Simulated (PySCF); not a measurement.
Pb(OH)2, SMILES [OH][Pb][OH] at its B3LYP/def2-SVP optimised geometry (Å):

```
5

Pb    -1.2679    -0.7741     0.0000
O     -1.2730     1.3343     0.0000
H     -0.3541     1.6503     0.0030
O      0.8606    -0.7741     0.0000
H      1.2730    -1.6503    -0.0006
```

Calculation: B3LYP/def2-TZVP, def2 effective core potentials past Kr (PySCF). The core electrons that the potentials of Pb replace are not part of the density. Cells within 0.4 Å of a nucleus heavier than hydrogen are left out (blank, or x).

Map of the Laplacian of the electron density (e/bohr⁵), clipped to [-1.50, 1.50] on the plane z = 0.0 Å:

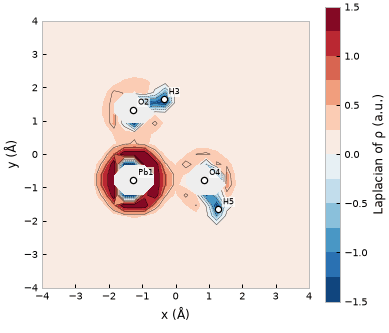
Laplacian of the electron density (e/bohr⁵), clipped to [-1.50, 1.50] on the plane z = 0.0 Å.
